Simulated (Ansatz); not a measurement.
A hypothetical phase is included: elements placed on a structure type, which no database files for this compound.

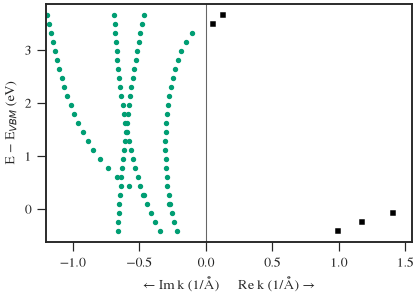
Figure. Complex bands at the centre of the two-dimensional zone; r2SCAN run with Ansatz (a first-principles code)

The gap is the functional's own, uncorrected, and κ follows it; spin-orbit coupling is left out. Mid-gap means the computed energy nearest the middle.

Problem. This is MgO (Pm-3m, CsCl type, 2 atoms a cell, 9.1 Å³ an atom) along the normal of (110). Read off the slowest decay at the centre of the two-dimensional zone at 1.78 eV, the computed energy nearest the middle of the gap.

Solution. κ ≈ 0.29 1/Å, a decay length 1/(2κ) of the density of 1.7 Å.
